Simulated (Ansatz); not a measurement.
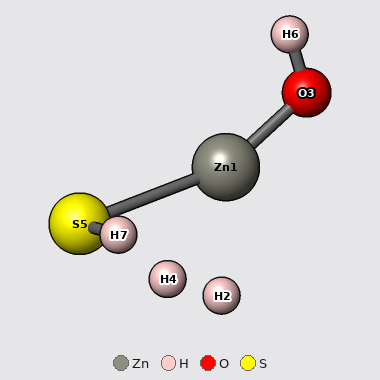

The system is the reacting system H₄OSZn (fragments H₄OSZn where the first distance is long, H₂OSZn + H₂ where the second is long); the picture shows the reference structure. The first coordinate is: distance H2–H4 (bond that forms); the second: distance Zn1–H2 (bond that breaks). Relaxed at each point: all other coordinates. Grid: 12 × 12 points. Points are written as (first, second). Energies: eV, counted from the lowest grid point. Energies and slopes of some neighbouring points disagree (a jump in structure or state, or too coarse a mesh). The reference is spin-restricted, so regions where a bond is pulled apart into radicals lie too high. These are results of RKS B3LYP-D4/def2-SVP in Ansatz 0.2.0, not measurements.

Its coordinates:

```yaml
atoms:
  - { symbol: Zn, position_ang: [0.1045, -0.5939, 0.1781] }
  - { symbol: H, position_ang: [0.3328, 0.9556, 1.4528] }
  - { symbol: O, position_ang: [0.7584, -2.2562, 0.2459] }
  - { symbol: H, position_ang: [-0.2569, 1.2766, 0.7465] }
  - { symbol: S, position_ang: [-1.2471, 1.4936, -0.7407] }
  - { symbol: H, position_ang: [0.4431, -2.7946, -0.4938] }
  - { symbol: H, position_ang: [-0.1346, 1.9187, -1.3889] }
```

Range: distance H2–H4 (bond that forms) from 0.666 to 1.866 Å; distance Zn1–H2 (bond that breaks) from 1.377 to 3.177 Å.

Question: What will the energy surface look like?

Answer: The lowest grid point is at (1.866 Å, 2.221 Å). It lies at the edge of the scanned range, so the true minimum may lie outside. The energy also falls towards the edge at (0.726 Å, 3.177 Å) (0.18 eV above the lowest), where a further well may lie outside the range. The highest grid point, (1.005 Å, 1.377 Å), lies 1.99 eV above the lowest.

```
second ↓, first →  0.666  0.726  0.808  0.903  1.005  1.114  1.229  1.348  1.472  1.600  1.731  1.866
            3.177   0.36   0.18   0.18   0.38   0.75   1.20   1.21   0.87   0.59   0.42   0.38   0.38
            2.975   0.36   0.18   0.18   0.38   0.74   1.19   0.81   0.55   0.44   0.40   0.39   0.37
            2.778   0.37   0.19   0.19   0.39   0.75   1.19   0.61   0.50   0.44   0.40   0.35   0.26
            2.586   0.39   0.21   0.21   0.40   0.75   1.19   0.62   0.51   0.44   0.34   0.23   0.13
            2.400   0.41   0.23   0.23   0.41   0.77   1.20   0.63   0.49   0.34   0.21   0.11   0.02
            2.221   0.45   0.27   0.27   0.45   0.79   0.81   0.57   0.39   0.24   0.13   0.05   0.00
            2.049   0.51   0.33   0.33   0.51   0.83   0.72   0.49   0.33   0.21   0.13   0.09   0.07
            1.885   0.63   0.44   0.44   0.61   0.92   0.68   0.50   0.37   0.29   0.25   0.23   0.24
            1.732   0.81   0.62   0.61   0.78   0.97   0.79   0.64   0.55   0.50   0.48   0.48   0.50
            1.591   1.09   0.90   0.87   1.03   1.19   1.05   0.94   0.87   0.84   0.83   0.85   0.87
            1.467   1.48   1.28   1.25   1.40   1.57   1.48   1.39   1.34   1.31   1.31   1.33   1.35
            1.377   1.89   1.69   1.65   1.79   1.99   1.94   1.88   1.83   1.81   1.81   1.82   1.83
```

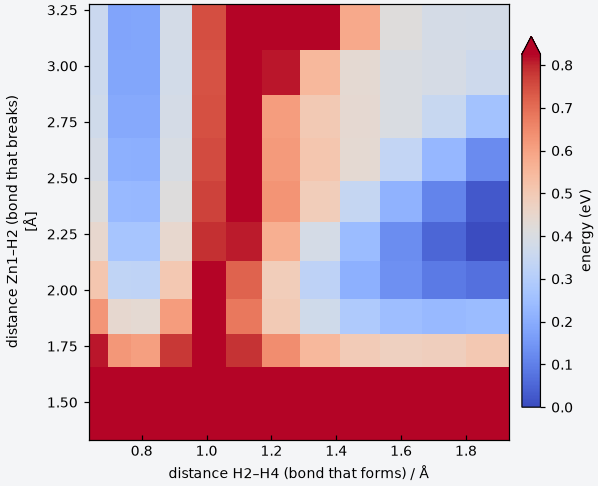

The picture shows one coloured cell a grid point, one colour for all values above the top of the scale.

Each point was launched as `ansatz run input.yaml --threads 1 --pin off --max-ram 2560MiB --backend cpu --events-out ev --progress --plain --runs-dir out`. The whole map (144 points run) took 28 min on 1 thread of Intel(R) Xeon(R) 6975P-C (Granite Rapids) (shared host).
